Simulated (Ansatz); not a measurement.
Consider ZnS in the wurtzite structure (space group P6_3mc, No. 186; a = 3.806 Å, c = 6.245 Å).

It is then changed as follows: Cd replaces 83.3 % of the Zn, ordered in a cell of 12 atoms (starting symmetry R3) and fully relaxed.

All numbers come from Ansatz (a quantum-chemistry and plane-wave program), r2SCAN, PAW, cutoff 500 eV, no SOC.

The zone is the changed cell's own and can be folded.

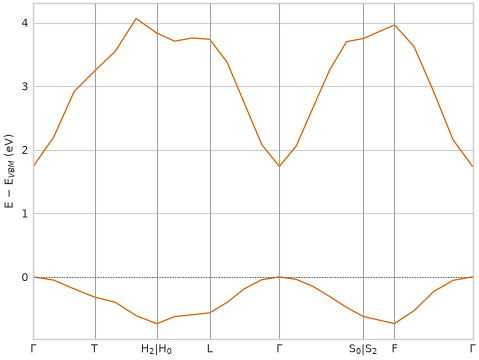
*Highest valence and lowest conduction band along the path of the changed cell's own zone*

The gap is 1.74 eV, direct at Γ; the base has 2.78 eV.

Each cell is one ordered arrangement of few atoms, which overstates ordering effects compared with a random alloy. Whether these cells are dynamically stable was not tested. Labels are those of the standard path for the cell's own space group.
